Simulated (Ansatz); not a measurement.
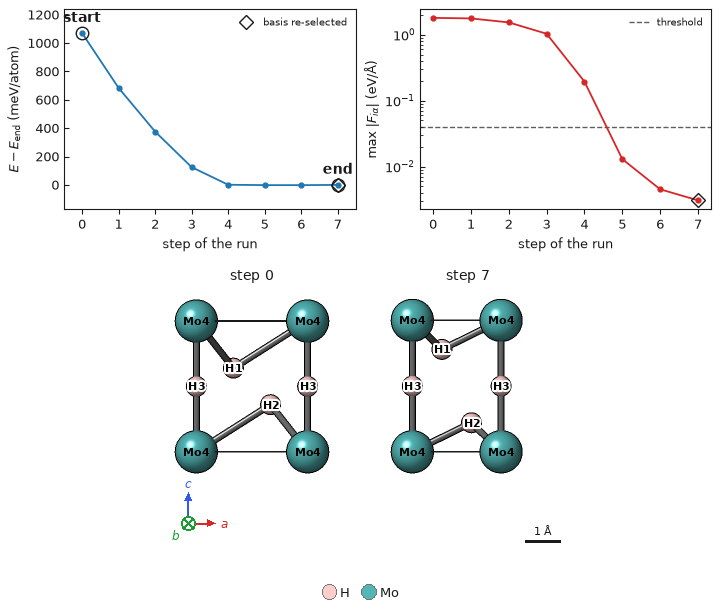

First and last geometry of a relaxation of solid MoH$_{3}$ (a generated structure, set up in P-3m1) (coarse preliminary run), with the history of the run. The picture is a ball-and-stick view of the cell of the calculation, seen along the b axis.

The calculation used Ansatz, DFT PBE, scalar-relativistic, plane waves, PAW.

Input file:
```yaml
crystal:
  lattice:
    - [3.68897488, 0.0, 0.0]
    - [-1.84448744, 3.19474596, 0.0]
    - [0.0, 0.0, 3.75356451]
  atoms:
    - { symbol: H, position: [0.33333333, 0.66666667, 0.63973878] }
    - { symbol: H, position: [0.66666667, 0.33333333, 0.36026122] }
    - { symbol: H, position: [0.0, 0.0, 0.5] }
    - { symbol: Mo, position: [0.0, 0.0, 0.0] }
basis:
  ecutwfc: 420
kpoints:
  mp_grid: { grid: [6, 6, 4] }
hamiltonian:
  xc: pbe
scf:
  occupations: { method: gaussian, width: 0.1 }
  lower_state_search: "off"
output:
  forces: true
  stress: true
  eigenvalues: true
relax:
  adjacent_minimum: "off"
  f_tol: 0.04
  max_steps: 70
  cell: { stress_tol: 0.4 }
```

Command:
```bash
ansatz run input.yaml --threads 1 --pin off --max-ram 2560MiB --backend cpu --events-out ev --progress --plain --runs-dir out
```

**Did the run converge, and what did it change?**

It converged. The energy falls by 1071 meV per atom in 6 accepted moves (7 points after the start). Largest force component: 1.8 eV/Å at the start, 0.0031 eV/Å at the end. Pressure: −28.51 GPa at the start and 0.00 GPa at the end. At 1 point the geometry stayed and the basis and grid were re-selected for the new cell (energy shift of 1.7 meV per atom at most each time). The largest moves relative to the cell, 0.53 Å, are those of H1 and H2. H2 goes along −c. Mo stays in place. Cell: a = b 3.689 → 2.941 Å (−20.3 %), c 3.754 → 3.772 Å (+0.5 %). Volume −36.1 %. Some distances before and after: Mo4–Mo4 3.689 → 2.941 Å, H1–Mo4 2.523 → 1.891 Å, H3–Mo4 1.877 → 1.886 Å. The space group stays P-3m1 (No. 164).

```csv
step,"E − E(0), meV/atom","largest force component, eV/Å","pressure, GPa","volume, Å³/atom",note
0,0.00,1.8004,-28.51,11.059,
1,-386.63,1.7665,-27.81,9.645,
2,-694.71,1.5370,-24.17,8.549,
3,-945.47,1.0339,-17.32,7.751,
4,-1069.49,0.1946,-1.69,7.060,
5,-1072.26,0.0130,0.47,7.040,
6,-1072.30,0.0045,0.11,7.064,
7,-1070.56,0.0031,0.00,7.064,"same geometry, new basis"
```

Limits of the set-up: the k-point mesh is coarse for a cell with partly filled bands.
